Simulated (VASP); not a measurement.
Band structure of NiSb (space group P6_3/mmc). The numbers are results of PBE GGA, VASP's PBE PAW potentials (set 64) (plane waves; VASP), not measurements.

Unless said otherwise, spin-orbit coupling is left out, though it shifts the bands of the heavy elements here.

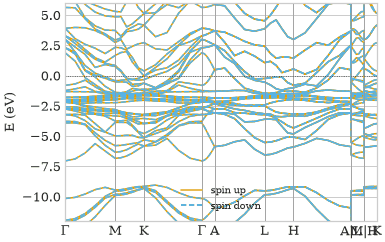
Fig. 1. Bands along high-symmetry lines, zero at the valence-band maximum or, without a gap, the Fermi level

### Question
Read the plot: is there a gap, and where are the band edges?

### Answer
It has no gap at this level: it comes out as a metal or semimetal.

The structure was generated: NiSb was put into an ordered model structure, which need not be its known phase. The cell was not relaxed at this level. The k-mesh is coarse (spacing up to 0.52 per Å, 2π included), so the numbers may not be converged in it.
